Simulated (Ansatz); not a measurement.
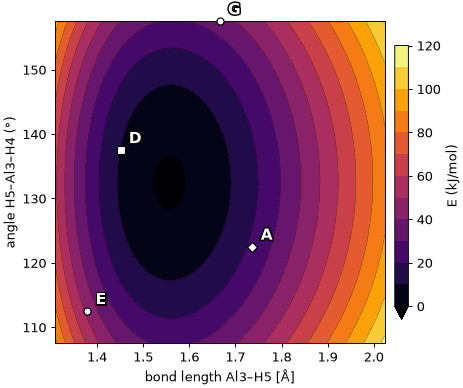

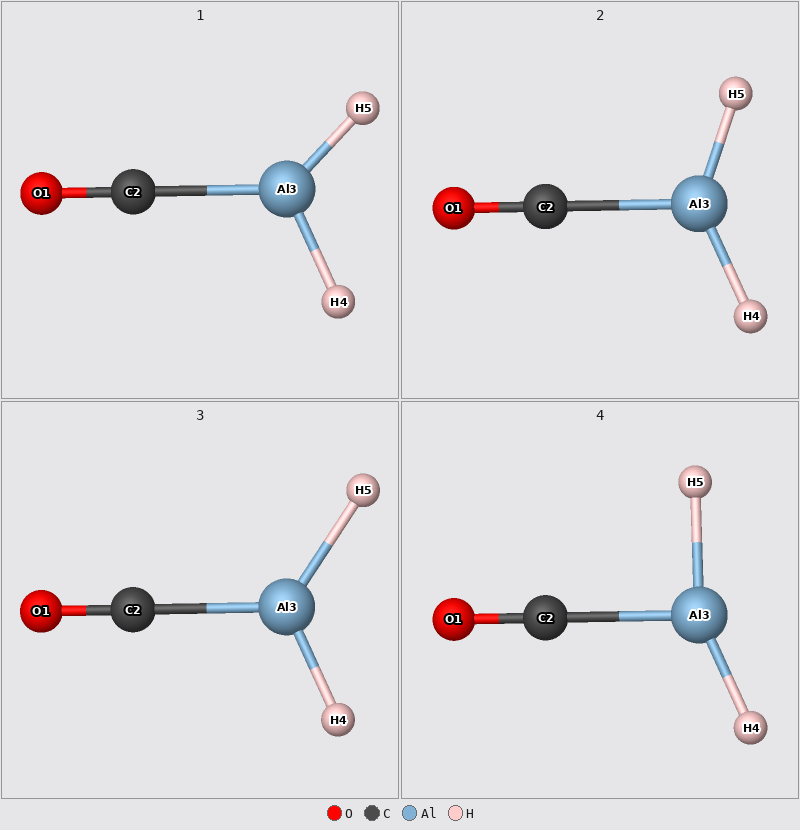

CH2AlO, SMILES O=[C][AlH2], spin multiplicity 2. Coordinates scanned: (1) bond length Al3–H5; (2) angle H5–Al3–H4. Nothing is relaxed (all other coordinates rigid). The grid has 11 × 11 points. Energies: kJ/mol, counted from the lowest grid point. Method: Ansatz, UKS BHLYP-D4/def2-TZVP.

The picture shows filled contours, lettered points. Between grid points the surface is interpolated. The numbered pictures are the structures at these points, in random order.

Which structure belongs to which point?

A is structure 3: bond length Al3–H5 = 1.737 Å, angle H5–Al3–H4 = 122.5°, 22 kJ/mol; D is structure 2: bond length Al3–H5 = 1.451 Å, angle H5–Al3–H4 = 137.5°, 10 kJ/mol; E is structure 1: bond length Al3–H5 = 1.379 Å, angle H5–Al3–H4 = 112.5°, 48 kJ/mol; G is structure 4: bond length Al3–H5 = 1.666 Å, angle H5–Al3–H4 = 157.5°, 35 kJ/mol.
